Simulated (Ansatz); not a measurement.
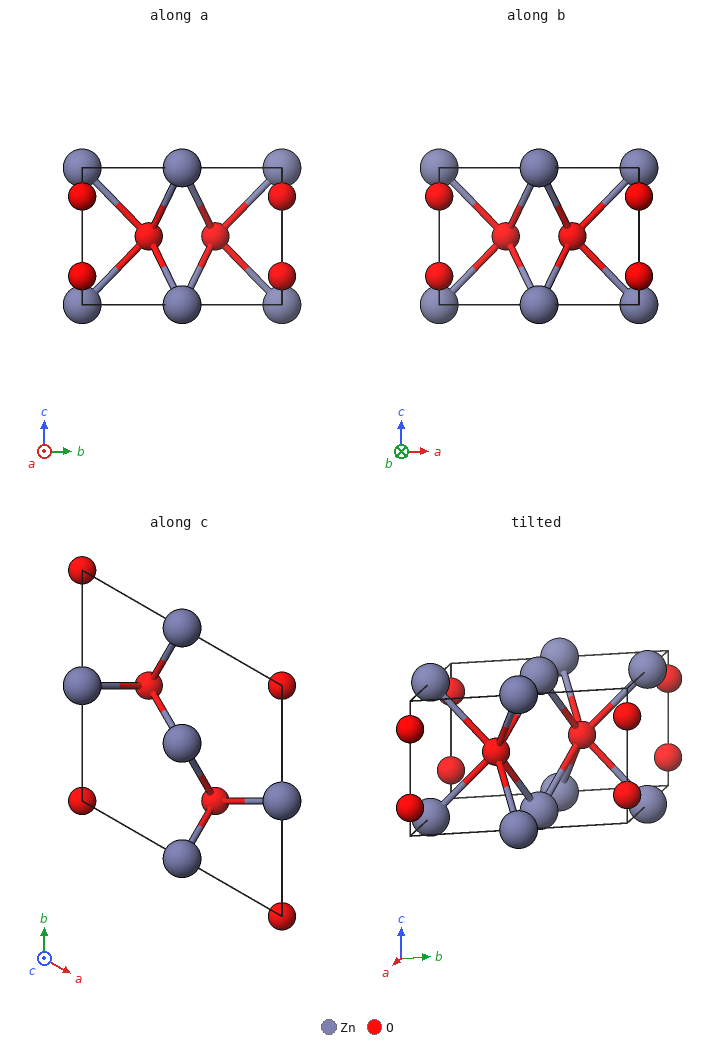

A ball-and-stick rendering, viewed along the a axis, along the b axis, along the c axis and slightly off an axis. The frame is the conventional unit cell; atoms at its boundary are shown with their periodic copies.

Lattice parameters: a = 5.4342 Å, b = 5.4342 Å, c = 3.2228 Å, α = 90.000°, β = 90.000°, γ = 120.000°.

### Put the structure into a CIF with its space group and independent sites.

```cif
data_structure
_symmetry_space_group_name_H-M 'P 6/m m m'
_symmetry_Int_Tables_number 191
_cell_length_a 5.4342
_cell_length_b 5.4342
_cell_length_c 3.2228
_cell_angle_alpha 90.000
_cell_angle_beta 90.000
_cell_angle_gamma 120.000
_cell_volume 82.42
loop_
_atom_site_label
_atom_site_type_symbol
_atom_site_symmetry_multiplicity
_atom_site_Wyckoff_symbol
_atom_site_fract_x
_atom_site_fract_y
_atom_site_fract_z
_atom_site_occupancy
Zn1 Zn 3 f 0.0000 0.5000 0.0000 1
O1 O 2 e 0.0000 0.0000 0.2084 1
O2 O 2 d 0.3333 0.6667 0.5000 1
```

Provenance: a structure type filled with these elements by a generator (whether the compound takes this form wasn't checked). Earlier steps of the study may have refined or changed the cell and positions. It was run through Ansatz as a DFT input.
